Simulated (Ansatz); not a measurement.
# GePH (singlet): trial inputs and their diagnosis at a displaced geometry (v1)

4 inputs are run for GePH (singlet) as typed; the log has to tell whether the result can be used and what must change.

Computed with Ansatz 0.2.0, Gaussian basis. Level: the settings change from run to run.

15 further runs of the same task are left out: 9 that didn't finish, 6 set aside as unsound or not needed.

## (1) What is computed

The geometry is a PBE0/def2-TZVP stationary point (not a proven minimum) with its atoms shifted at random (size 0.040 Å). No spin-orbit coupling is included. The filled d shell of Ge may be among the frozen orbitals whatever the setting's name suggests; the logs give the count.

3 atoms, charge 0, spin multiplicity 1.

Atoms are counted from 1 here; the program's logs count them from 0.

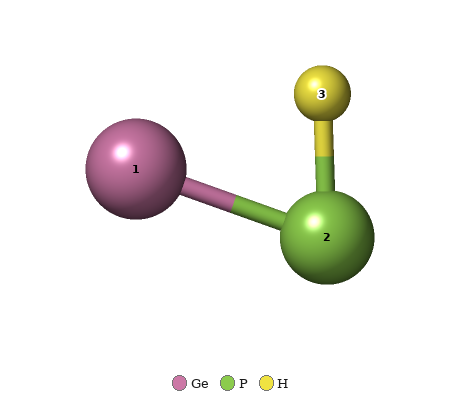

The geometry (germanium pink, phosphorus green, hydrogen yellow); atoms are numbered from 1 in the order of the file.

## (2) Attempt 1

Input file in.yaml:

```yaml
crystal:
  periodic: [false, false, false]
  atoms:
    - {symbol: Ge, position_ang: [-0.000207, 0.007565, 0.648407]}
    - {symbol: P, position_ang: [-0.001041, -0.062037, -1.488859]}
    - {symbol: H, position_ang: [0.046923, 1.361171, -0.976950]}
basis:
  gaussian: {orbitals: cc-pVDZ}
correlation: {active_space: {ras: {orbitals: [5, 0, 26], electrons: 7, max_holes: 2, max_particles: 2}, fixed_orbitals: true}}
```

Command:

```sh
> ansatz run in.yaml --threads 1 --pin off --events-out ev --progress --plain --max-ram 2393MiB
```

The log of the run:

```text
Functional definition: HF
  name "HF"
  cite "Fock, Z. Phys. 61, 126 (1930) doi:10.1007/BF01340294"
  parent pbe
  exchange = exact_x
  correlation = 0
565 factors; integrals over basis functions are off by at most 1.1e-3 eV
mean field evaluation 1: about -65758.6785 eV, gradient 1.4e1 eV
mean field evaluation 2: about -65758.6832 eV, gradient 1.4e1 eV
mean field evaluation 4: about -65759.6121 eV, gradient 1.5e0 eV
mean field evaluation 8: about -65759.6350 eV, gradient 8.7e-4 eV
mean field -65759.63498141 eV, -2416.6220120853 hartree, gradient 2.0e-6 eV, S^2 0.000000; 0 other end points of the search recorded, 0 dependent functions left out
reference -65759.63498141 eV, -2416.6220120853 hartree; 24, 24 occupied and 26, 26 virtual orbitals, 565 factors
Error: 7 electrons in 31 orbitals form no window around the highest filled level of the reference
```

Wall time 0.51 s (1 thread of Arm Neoverse V2, shared host).

Diagnosis: The run stopped with an error. The electron count of the restricted space is wrong. Cure: count the correlated electrons again.

## (3) Attempt 2

Input file in.yaml:

```yaml
crystal:
  periodic: [false, false, false]
  atoms:
    - {symbol: Ge, position_ang: [-0.000207, 0.007565, 0.648407]}
    - {symbol: P, position_ang: [-0.001041, -0.062037, -1.488859]}
    - {symbol: H, position_ang: [0.046923, 1.361171, -0.976950]}
basis:
  gaussian: {orbitals: cc-pVDZ, fitting: {mean_field: def2-universal-jkfit}}
correlation: {method: sc_nevpt2, electrons: valence, active_space: {window: {electrons: 2, orbitals: 2}, states: [{multiplicity: 1, irrep: Sigma, weights: [1]}]}}
accuracy: high
scf: {lower_state_search: light}
```

Same command.

The log of the run:

```text
Functional definition: HF
  name "HF"
  cite "Fock, Z. Phys. 61, 126 (1930) doi:10.1007/BF01340294"
  parent pbe
  exchange = exact_x
  correlation = 0
the irreps are read with x along [-0.001, 0.000, 1.000], y along [-0.034, -0.999, 0.000] and z along [0.999, -0.034, 0.001] of the geometry given
412 factors; integrals over basis functions are off by at most 3.8e-1 eV
mean field evaluation 1: about -65758.6821 eV, gradient 1.4e1 eV
mean field evaluation 2: about -65759.2965 eV, gradient 9.1e0 eV
mean field evaluation 4: about -65759.6303 eV, gradient 3.8e-1 eV
mean field evaluation 8: about -65759.6329 eV, gradient 1.5e-8 eV
mean field -65759.63288750 eV, -2416.6219351354 hartree, gradient 1.5e-8 eV, S^2 0.000000; 0 other end points of the search recorded, 0 dependent functions left out; unrestricted orbitals would lower it
reference -65759.63288750 eV, -2416.6219351354 hartree; 24, 24 occupied and 26, 26 virtual orbitals, 412 factors
Error: the irrep Sigma is not accepted for these orbitals, which take A', A'', or 1 to 2
```

Run time: 0.3 s. Hardware: 1 thread of Arm Neoverse V2, shared host.

Diagnosis: The run stopped with an error. The symmetry label isn't in the molecule's group. To mend it, name an irrep that the log lists.

## (4) Attempt 3

Input file in.yaml:

```yaml
crystal:
  periodic: [false, false, false]
  atoms:
    - {symbol: Ge, position_ang: [-0.000207, 0.007565, 0.648407]}
    - {symbol: P, position_ang: [-0.001041, -0.062037, -1.488859]}
    - {symbol: H, position_ang: [0.046923, 1.361171, -0.976950]}
basis:
  gaussian: {orbitals: 6-31G}
magnetization: {spin_polarized: true, initial_magnetization: 1}
correlation: {method: ccsdt_q, electrons: outside_noble_gas}
output: {forces: true}
```

Launched as before.

The log of the run:

```text
Error: a molecule whose nuclei and cores have a total charge of 48 cannot have a net charge of 0 together with 1 unpaired electrons
```

Run time: 0.03 s. Hardware: 1 thread of Arm Neoverse V2, shared host.

Diagnosis: The run was refused. The number of unpaired electrons doesn't fit the electron count. Fix: make charge and initial_magnetization agree.

## (5) Attempt 4

Input file in.yaml:

```yaml
crystal:
  periodic: [false, false, false]
  atoms:
    - {symbol: Ge, position_ang: [0.298959, -0.062037, -1.438859]}
    - {symbol: P, position_ang: [-0.001041, -0.062037, -1.488859]}
    - {symbol: H, position_ang: [0.046923, 1.361171, -0.976950]}
basis:
  gaussian: {orbitals: cc-pVDZ, fitting: {mean_field: def2-universal-jkfit}}
magnetization: {spin_polarized: false}
correlation: {method: mp2, electrons: outside_noble_gas}
scf: {lower_state_search: light}
```

The command is unchanged.

The log of the run:

```text
Functional definition: HF
  name "HF"
  cite "Fock, Z. Phys. 61, 126 (1930) doi:10.1007/BF01340294"
  parent pbe
  exchange = exact_x
  correlation = 0
412 factors; integrals over basis functions are off by at most 3.3e-1 eV
mean field evaluation 1: about -61636.2062 eV, gradient 8.1e1 eV
mean field evaluation 2: about -61642.3786 eV, gradient 8.4e0 eV
mean field evaluation 4: about -61642.6101 eV, gradient 6.7e-1 eV
mean field evaluation 8: about -61642.6625 eV, gradient 1.2e0 eV
mean field evaluation 16: about -61641.4475 eV, gradient 1.4e1 eV
mean field evaluation 32: about -61643.0598 eV, gradient 6.5e0 eV
mean field -61643.24681310 eV, -2265.3475370880 hartree, gradient 3.6e-6 eV, S^2 0.000000; 6 other end points of the search recorded, 0 dependent functions left out; unrestricted orbitals would lower it
19 core orbitals not correlated, not the lowest: weight in the atoms' cores, before any rotation towards them, 0.134 or more for the frozen orbitals, at most 0.133 for the correlated occupied ones
reference -61643.24681310 eV, -2265.3475370880 hartree; 5, 5 occupied and 26, 26 virtual orbitals, 412 factors
second order -1.94149005 eV of doubles, -0.00000000 eV of singles
Total energy: -61645.18830315 eV, -2265.4188855313 hartree
```

Run time: 1.1 s. Hardware: 1 thread of Arm Neoverse V2, shared host.

Diagnosis: The run converged, which proves nothing about the input. One atom lies on top of another. The shortest distance is 0.30 Å, against 1.51 Å in the geometry of step 1. Its energy belongs to another geometry. Fix: restore its position.

## (6) How the runs ended

| attempt | level | ended | cause | time |
| --- | --- | --- | --- | --- |
| 1 | CISD/cc-pVDZ | stopped by an error | the electron count of the restricted space is wrong | 0.51 s |
| 2 | NEVPT2(2,2)/cc-pVDZ | stopped by an error | the symmetry label isn't in the molecule's group | 0.3 s |
| 3 | CCSDT(Q) on UHF/6-31G | refused | the number of unpaired electrons doesn't fit the electron count | 0.03 s |
| 4 | MP2 on RHF/cc-pVDZ | converged | one atom lies on top of another | 1.1 s |

2 stopped by an error, 1 refused, 1 converged. The input that converges on a wrong geometry or spin is the dangerous one: no error points at it, so geometry and ⟨S²⟩ have to be checked.
